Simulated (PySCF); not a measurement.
## Electronic structure of C6H11P2 (SMILES PC[P-]C1=CCCC1) (charge −1) in real space

Input file:

```
{"job": {"kind": "nmr", "xc": "PBE0", "basis": "pcSseg-1"}, "charge": -1, "multiplicity": 1}
P      3.039219    -0.166119    -1.006526
C      2.194073    -1.278684     0.246190
P      1.147223    -0.514780     1.599246
C     -0.295032    -0.092962     0.653903
C     -0.678952    -0.273897    -0.651588
C     -2.034576     0.306999    -0.948136
C     -2.628169     0.486666     0.456689
C     -1.405230     0.678034     1.358251
H      1.909931     0.652649    -1.320743
H      3.557212     0.789666    -0.073903
H      1.620250    -2.013101    -0.352461
H      3.011384    -1.853485     0.717398
H     -0.064196    -0.741862    -1.425243
H     -2.673694    -0.335288    -1.586867
H     -1.985597     1.288731    -1.475770
H     -3.359220     1.312186     0.525813
H     -3.150640    -0.441451     0.746376
H     -1.569987     0.331396     2.392994
H     -1.124727     1.746821     1.426607
```

Run with:

```sh
OMP_NUM_THREADS=1 python probes_run.py task.json out
```

Geometry: PBE0-D3(BJ)/def2-SVP.

Computed with PBE0/pcSseg-1, SCF density, gas phase, non-relativistic in PySCF.

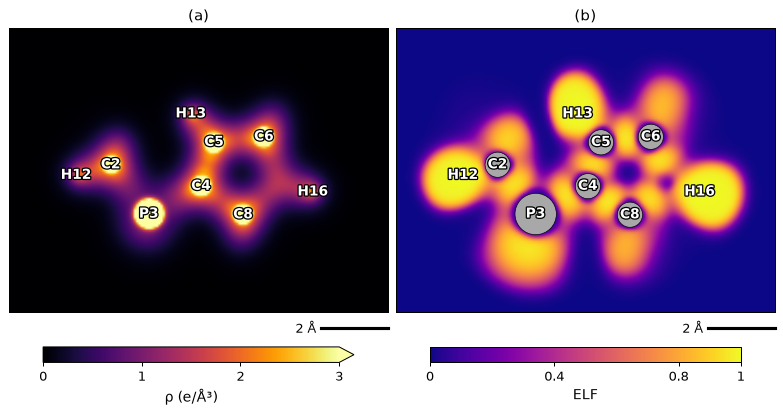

Figure 1. (a) electron density; (b) electron localisation function on the plane of atoms P3, C4 and C8. Grey discs cover the atomic cores in the ELF map.

Q: Read the bonding off the picture.

A:
- The section cuts through C, P and H sites.
- C–C (1.37 Å): ρ is about 2.1 e/Å³ halfway; the ELF peaks at about 0.90 between the atoms (a covalent bond).
- C–P (1.78 Å): ρ at the midpoint is about 1.2 e/Å³; the ELF peaks at about 0.95 between the atoms; a shared electron pair.
- C–H (1.09 Å): ρ at the midpoint is about 1.9 e/Å³; the ELF climbs to about 1 towards the hydrogen, as it does in any bond to H; a covalent bond by its length.
- C–C (1.50 Å): ρ at the midpoint is about 1.7 e/Å³; the ELF peaks at about 0.95 between the atoms: a covalent bond.
- C–P (1.87 Å): the density is about 1 e/Å³ at the midpoint; the ELF peaks at about 0.95 between the atoms (a shared electron pair).
- The ELF also peaks beside P3, away from the bonds: lone-pair regions.

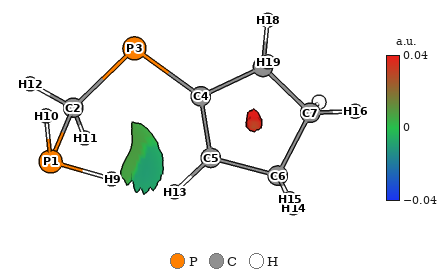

Figure 2. Non-covalent interaction (NCI) plot: the surface where the reduced density gradient is 0.5, for densities under 0.05 a.u., coloured by sign(λ₂)ρ; seen across its widest extent.

Q: Which non-covalent interactions does the plot reveal?

A: Between H9 on one side and C5 and H13 on the other: a weak contact, attractive (blue-green) on one side and crowded (olive to red) on the other; inside the ring or cage of C4, C5, C6, C7 and C8: steric crowding (red).
